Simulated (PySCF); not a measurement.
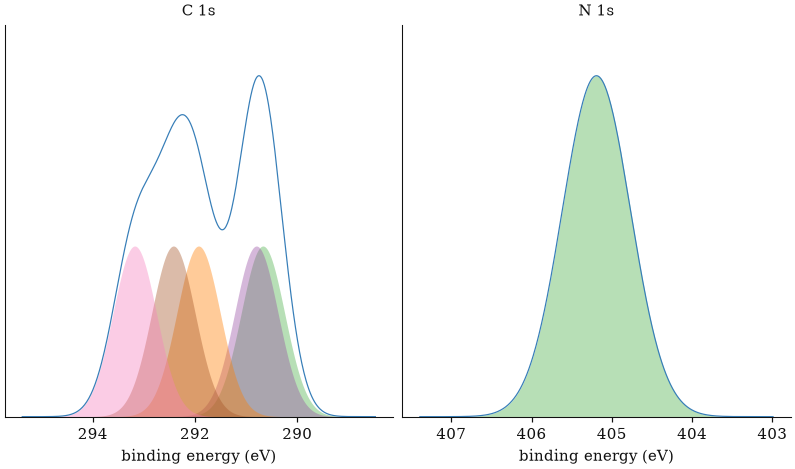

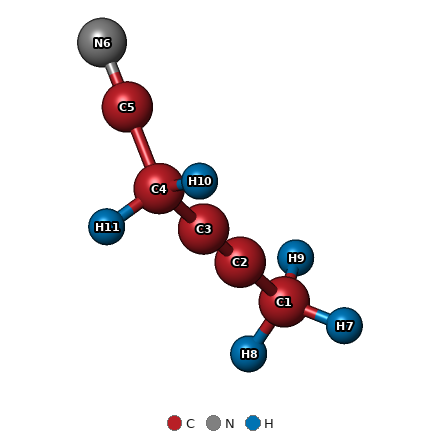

Simulated XPS of C₅H₅N, SMILES CC#CCC#N. Vertical core-electron binding energies by ΔSCF (SCAN, pcX-2 on the ionised atom, pcseg-1 elsewhere, spin-free X2C; PySCF, at a PBE0-D3(BJ)/def2-SVP geometry (no frequency check)), gas phase, against the vacuum level. One atom of each kind was ionised; within a panel, areas follow the number of like atoms, each panel is scaled alone, Gaussians of 1.0 eV full width. Only the regions named are shown. Lines closer than the width merge in the curve.

Assign the components.

```
level  atoms  binding energy (eV)
 C 1s     C4                293.2
 C 1s     C5                292.4
 C 1s     C1                291.9
 C 1s     C2                290.8
 C 1s     C3                290.7
 N 1s     N6                405.2
```

How large is the chemical shift across the C 1s region?

2.5 eV, from C3 at 290.7 eV to C4 at 293.2 eV.
